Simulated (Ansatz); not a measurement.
# C3H5B: rigid scan of one bond length in Python

How does the energy of C3H5B change as one bond is stretched? The task is a rigid scan of one bond length, for C3H5B. SMILES: CB1C=C1.

All numbers are computed with Ansatz 0.2.0 through its Python package. Level of theory: CAM-B3LYP/def2-SVP.

### 1 The structure

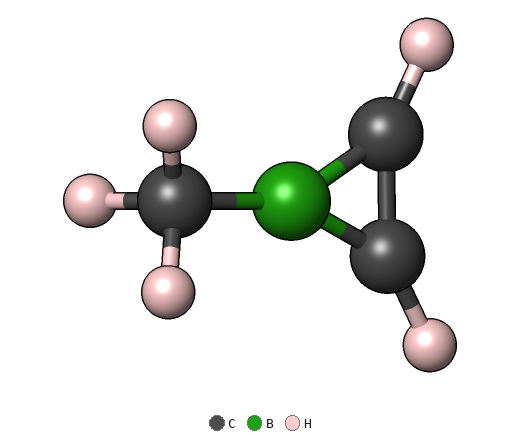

The starting structure, viewed from a chosen angle; carbon dark grey, boron green, hydrogen pink.

The script holds or builds the structure itself.

### 2 Script

File scan_c3h5b.py:

```python
"""Potential curve of C3H5B along one bond."""

import logging
import sys
import warnings

import ansatz
from ase import Atoms
import numpy as np

logging.basicConfig(stream=sys.stdout, format="[%(levelname)s] %(message)s")
log = logging.getLogger("calc")
log.setLevel(logging.INFO)

warnings.simplefilter("ignore", ansatz.DeckWarning)

atoms = Atoms(["C", "B", "C", "C", "H", "H", "H", "H", "H"], positions=[
    [0.402, 1.1357, -0.7694],
    [-0.0145, -0.0929, 0.0911],
    [0.1439, -1.5198, 0.4565],
    [-0.8148, -0.8003, 1.0558],
    [-0.2007, 1.1342, -1.7578],
    [0.0741, 2.1169, -0.2299],
    [1.4706, 1.1903, -0.9817],
    [0.7684, -2.4299, 0.3508],
    [-1.7405, -0.7805, 1.7674],
])
system = ansatz.Crystal.molecule_from_ase(atoms)

symbols = [site.symbol for site in system.cartesian_sites]
start = np.array([site.position_ang for site in system.cartesian_sites])
axis = (start[4] - start[0]) / np.linalg.norm(start[4] - start[0])
moving = [4]
lengths, energies = [1.019, 1.065, 1.111, 1.158, 1.204, 1.25, 1.297, 1.366], []
for length in lengths:
    xyz = start.copy()
    xyz[moving] += (length - np.linalg.norm(start[4] - start[0])) * axis
    point = ansatz.Crystal.molecule()
    for symbol, place in zip(symbols, xyz):
        point = point.atom(symbol, place.tolist())
    calc = point.calculation()
    calc = calc.basis(gaussian="def2-SVP")
    calc = calc.functional("CAM-B3LYP")
    r = calc.run(threads=1).report
    energies.append(r["free_energy_ev"])
    log.info(f"r = {length:6.3f} A  E = {energies[-1]:.5f} eV  <S^2> = {abs(r['mean_field']['state']['spin_squared']):.3f}")

# quartic fit about the minimum
fit = np.polynomial.Polynomial.fit(lengths, np.array(energies) - min(energies), 4).convert()
roots = [r.real for r in fit.deriv().roots() if abs(r.imag) < 1e-9 and fit.deriv(2)(r.real) > 0]
r_e = min(roots, key=lambda r: abs(r - lengths[int(np.argmin(energies))]))
log.info(f"minimum of the fit at {r_e:.4f} A, force constant {fit.deriv(2)(r_e):.2f} eV/A^2")
```

### 3 The input behind the calls

The engine receives this input (first run):

```yaml
crystal:
  periodic: [false, false, false]
  atoms:
    - { symbol: C, position_ang: [0.402, 1.1357, -0.7694] }
    - { symbol: B, position_ang: [-0.0145, -0.0929, 0.0911] }
    - { symbol: C, position_ang: [0.1439, -1.5198, 0.4565] }
    - { symbol: C, position_ang: [-0.8148, -0.8003, 1.0558] }
    - { symbol: H, position_ang: [-0.12850947501764914, 1.134379667807323, -1.6394108928280147] }
    - { symbol: H, position_ang: [0.0741, 2.1169, -0.2299] }
    - { symbol: H, position_ang: [1.4706, 1.1903, -0.9817] }
    - { symbol: H, position_ang: [0.7684, -2.4299, 0.3508] }
    - { symbol: H, position_ang: [-1.7405, -0.7805, 1.7674] }
basis:
  gaussian:
    orbitals: def2-SVP
hamiltonian:
  xc: cam_b3lyp
```

### 4 The run

Launch:

```
$ python scan_c3h5b.py
```

What it wrote:

```text
[INFO] r =  1.019 A  E = -3861.60773 eV  <S^2> = 0.000
[INFO] r =  1.065 A  E = -3861.71849 eV  <S^2> = 0.000
[INFO] r =  1.111 A  E = -3861.74194 eV  <S^2> = 0.000
[INFO] r =  1.158 A  E = -3861.69659 eV  <S^2> = 0.000
[INFO] r =  1.204 A  E = -3861.60048 eV  <S^2> = 0.000
[INFO] r =  1.250 A  E = -3861.46576 eV  <S^2> = 0.000
[INFO] r =  1.297 A  E = -3861.29841 eV  <S^2> = 0.000
[INFO] r =  1.366 A  E = -3861.01500 eV  <S^2> = 0.000
[INFO] minimum of the fit at 1.1024 A, force constant 33.41 eV/A^2
```

Run time: 14 s. Hardware: 1 thread of Arm Neoverse V2, shared host; peak memory 0.22 GiB.

### 5 Inputs of later runs

The engine's inputs for some of the other runs:

Run 5, against run 1:

```diff
@@ -8 +8 @@
-    - { symbol: H, position_ang: [-0.12850947501764914, 1.134379667807323, -1.6394108928280147] }
+    - { symbol: H, position_ang: [-0.22482375654685927, 1.1341399607851, -1.797361840004838] }
```

Run 6, against run 1:

```diff
@@ -8 +8 @@
-    - { symbol: H, position_ang: [-0.12850947501764914, 1.134379667807323, -1.6394108928280147] }
+    - { symbol: H, position_ang: [-0.24877217249466288, 1.1340803579579526, -1.836636129573129] }
```

Run 7, against run 1:

```diff
@@ -8 +8 @@
-    - { symbol: H, position_ang: [-0.12850947501764914, 1.134379667807323, -1.6394108928280147] }
+    - { symbol: H, position_ang: [-0.2732412061804622, 1.1340194594171717, -1.8767642080450786] }
```

### 6 Run by run

One row for each of the 8 runs:

| run | distance (Å) | energy from run 3 (eV) | SCF cycles | CPU time (s) |
| --- | --- | --- | --- | --- |
| 1 | 1.02 | 0.1342 | 15 | 1.7 |
| 2 | 1.06 | 0.0235 | 15 | 1.7 |
| 3 | 1.11 | 0.0000 | 15 | 1.7 |
| 4 | 1.16 | 0.0453 | 16 | 1.7 |
| 5 | 1.20 | 0.1415 | 14 | 1.6 |
| 6 | 1.25 | 0.2762 | 14 | 1.6 |
| 7 | 1.30 | 0.4435 | 16 | 1.7 |
| 8 | 1.37 | 0.7269 | 16 | 1.7 |

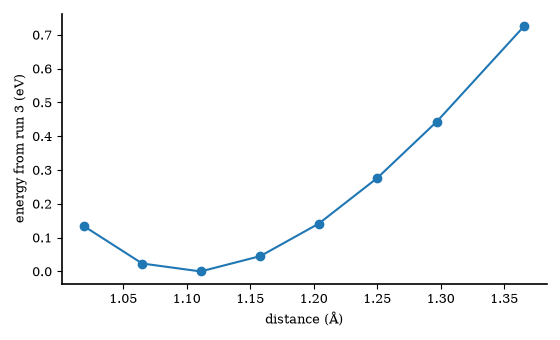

Energy against distance; lines join the points.

### 7 Results

| quantity | value |
| --- | --- |
| bond length at the fit's minimum | 1.1024 Å |
| runs compared | 8 |
| range of energy | 0.727 eV |
| lowest point, distance (Å) | 1.11 |

The lowest point, at 1.11, lies inside the range. The ends stand 0.134 and 0.727 eV above it. The distance scanned is the script's pair 0, 4. Reading the output:
- The rest of the molecule is held rigid at a force-field or estimated start geometry, and the basis set is modest; single-reference methods fail as a bond breaks.
- The orbitals are restricted, so S² is zero by construction.
